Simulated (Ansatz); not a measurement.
Two G0W0 runs on Y4S3N2 (C2/m).

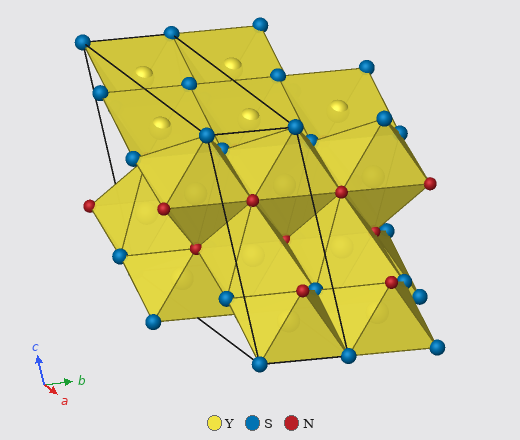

The structure (yttrium yellow, sulfur blue, nitrogen red). 1×2×1 conventional cells are drawn. Some periodic images of atoms are drawn too.

```xyz
9
Lattice="6.4622 -1.9155 0.0000 6.4622 1.9155 0.0000 -6.1151 0.0000 7.7219" Properties=species:S:1:pos:R:3 pbc="T T T"
Y     5.8611    0.0000    5.0078
Y     0.9483    0.0000    2.7141
Y     4.7513    0.0000    1.1249
Y     2.0581    0.0000    6.5969
S     0.0000    0.0000    0.0000
S    -2.5419    0.0000    6.0565
S     9.3514    0.0000    1.6653
N     6.1025    0.0000    2.7887
N     0.7069    0.0000    4.9332
```

The cell and positions are those that the Materials Project relaxed with its own functionals (PBE, PBE+U or r2SCAN), kept fixed.

The first (Ansatz 0.2.0; start PBE, 4×4×2 mesh, 1048 empty bands, screening to 180 eV, plasmon pole, PAW set soft_1 files; 1 × NVIDIA H100 80GB HBM3 (shared by 6 runs) with 2 threads of AMD EPYC 7R13 (Zen 3), shared host) gave, on its mesh: starting gap 1.43 eV, G0W0 gap 2.27 eV, RPA ε∞ (mean) 6.15, 2.7 min.

Question: The second changes start from PBE to r2SCAN and frequency model from plasmon pole to contour deformation. What does it give?

It gave: starting gap 1.73 eV, G0W0 gap 2.46 eV, RPA ε∞ (mean) 5.39, 2.1 min. The G0W0 gap moves by +0.20 eV, +0.30 eV from the start and −0.11 eV from the correction. Σc changes by −0.09 eV at the valence top and −0.004 eV at the conduction bottom, and Σx − Vxc between them by −0.19 eV.

Limits: not at the basis limit; no spin-orbit coupling.

[Paths, hosts, dates, memory and timing lines, banners, echoed tables and standing remarks are left out of the program output.]

[Logs are printed without paths, hosts, clocks, repeated set-up lines and the standing remarks that a program may print on its own settings, such as how far it seeks lower states.]

[Runs of the session that timed out or met a known fault of the program may be left out.]

[Cells called generated may have been cut or substituted from an entry of the Crystallography Open Database or the Materials Project.]

[Hosts, paths, dates, database ids (printed as entryN), source tags and the programs' standing remarks are cut or masked in the printed files.]
